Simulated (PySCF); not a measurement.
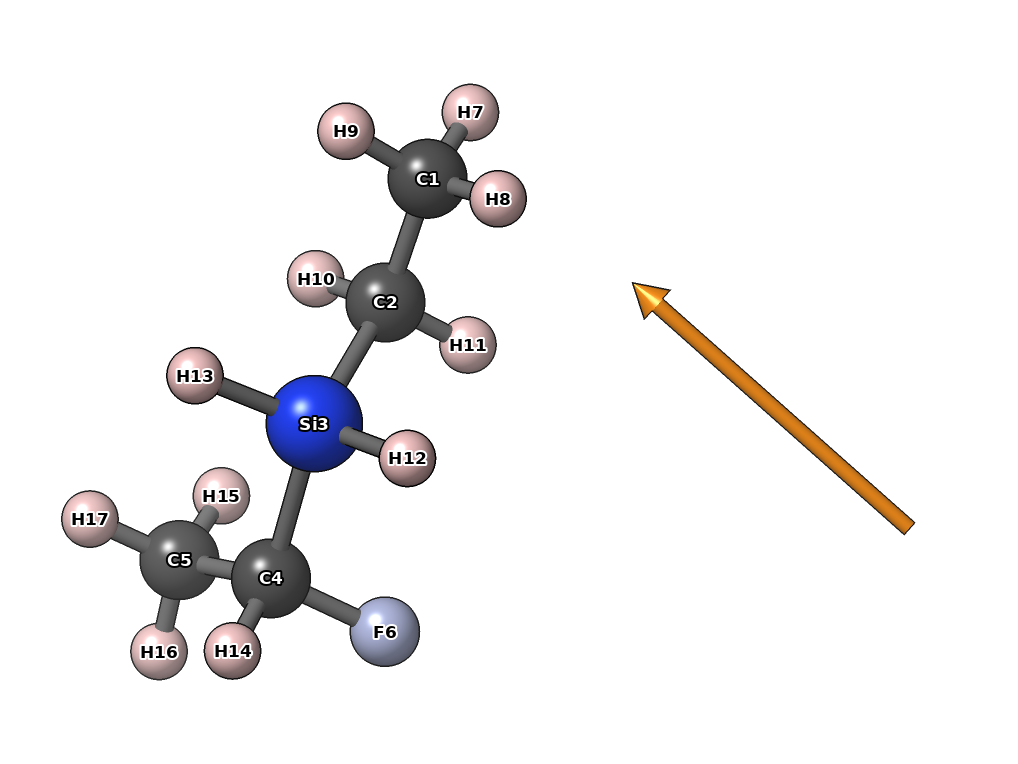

The arrow beside the molecule shows the direction of the dipole moment, from the negative to the positive end (its length means nothing). The computed structure is the end point of a GFN2-xTB optimisation. No frequency run is at hand to confirm it as a minimum. Properties computed with ωB97X-D/def2-SVPD, gas phase (PySCF 2.14.0).

Q: How large is the dipole moment?

A: 1.72 D; it points from the side of F6 to the side of H9 (the outermost atoms at the two ends).

The geometry is semi-empirical. Around Si such bond lengths and angles can be off by a tenth of an ångström or more and by several degrees, and values that hang on the shape move with them.
